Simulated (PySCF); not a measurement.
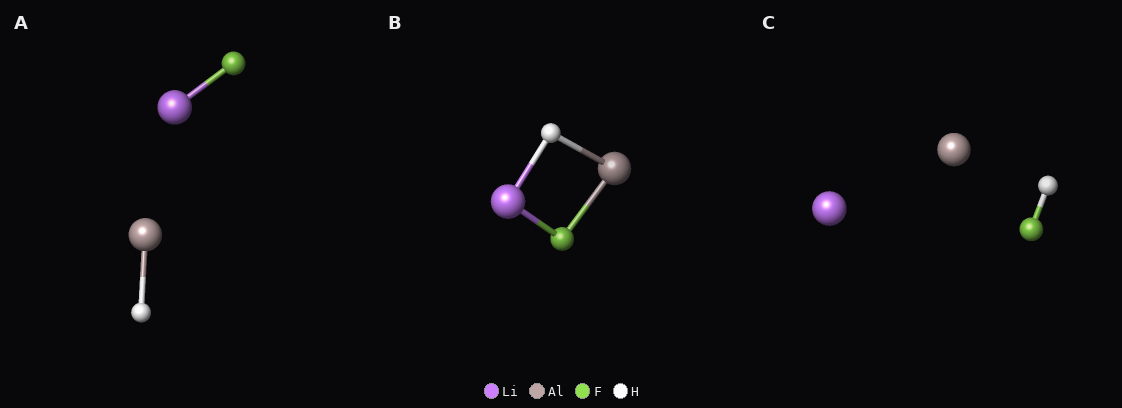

3 stationary structures of one formula. Geometries: PBE-D4/def2-SVP. Electronic energies: PBE-D4/def2-SVP (PySCF 2.14.0), without zero-point energy. No frequency run is at hand to confirm each as a minimum.

### Which is lowest in energy, and by how much?

B is lowest (Cs); A lies 1.834 eV above it, C lies 3.800 eV above it (Cs).
